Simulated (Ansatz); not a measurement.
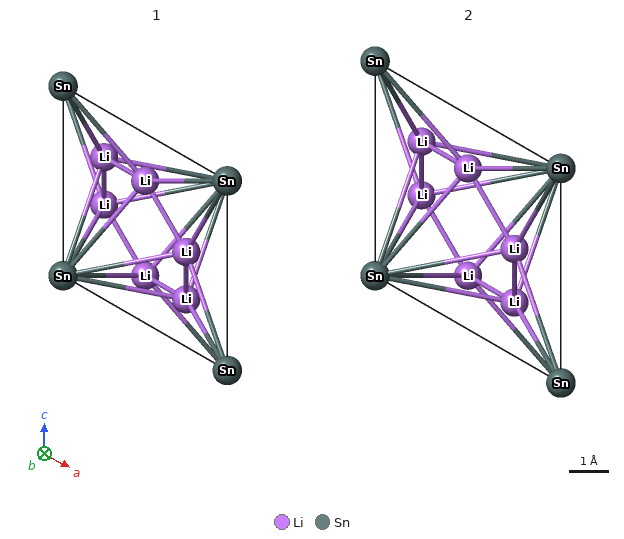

Two geometries of crystalline Li₆Sn (a generated structure, set up in Im-3m) (coarse preliminary run), drawn at one scale. One is the start of a relaxation, the other its converged end. Style: ball-and-stick. Shown: the cell of the calculation, along the b axis.

Computed with DFT PBE, scalar-relativistic, plane waves, PAW in Ansatz. Set-up: plane-wave cutoff 420 eV; k-point mesh 4 × 4 × 4; occupations gaussian; smearing width 0.1 eV; no spin polarisation; cell and atoms relaxed; force threshold 0.04 eV/Å; at most 70 steps.

### Which geometry has the lower energy?

Structure 2 is the relaxed one. Over 3 accepted moves (4 points after the start) the energy falls by 161 meV per atom. All forces vanish by symmetry, so only the cell relaxes. The pressure goes from 8.78 to 0.34 GPa. The SCF was repeated once at an unchanged geometry on a basis and grid sized afresh for the cell, which shifted the energy by 1.3 meV per atom at most. No atom moves by more than 0.005 Å relative to the cell. The drawn cell changes as follows: a = b = c 5.207 → 5.893 Å (+13.2 %); the volume changes by +45.0 %. Among the contacts that change: Li–Sn 3.361 → 3.804 Å, Li–Li 2.126 → 2.406 Å. The space group stays Im-3m (No. 229).
